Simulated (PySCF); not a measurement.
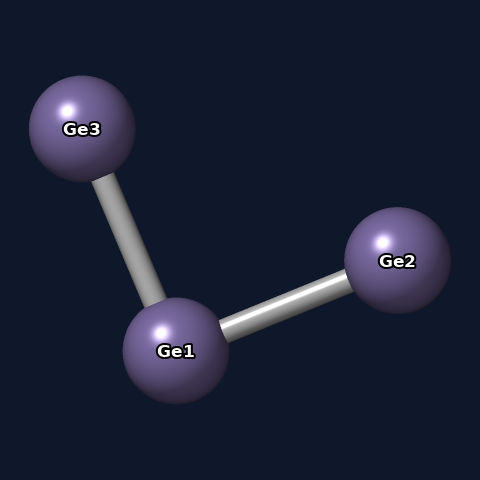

The thickness of each stick grows with its Mayer bond order. Charge +1, doublet. Computed geometry: PBE0/def2-TZVP optimisation. Method: PBE0/def2-TZVP (PySCF 2.14.0).

List the Mayer bond orders of Ge1–Ge2 (one bond of each equivalent set).

```tsv
bond	Mayer order	length (Å)
Ge1–Ge2	1.33	2.396
```

This isn't the lowest structure that the search found: a doublet minimum of C2v symmetry lies 14 kJ/mol lower at the level of the geometry.
